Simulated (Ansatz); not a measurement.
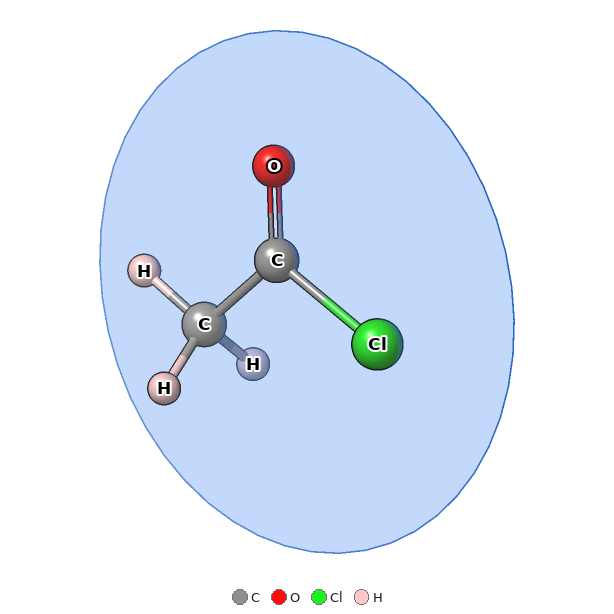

All proper rotation axes (lines) and mirror planes (discs) of the structure are drawn in. Distant atoms are faded towards the background colour. The computed structure is the end point of a PBE0-D4/def2-TZVP optimisation.

**Name the symmetry elements and the point group.**

It has 1 mirror plane. Point group Cs. The group has 2 operations. The geometry is achiral, and symmetry allows a dipole moment.
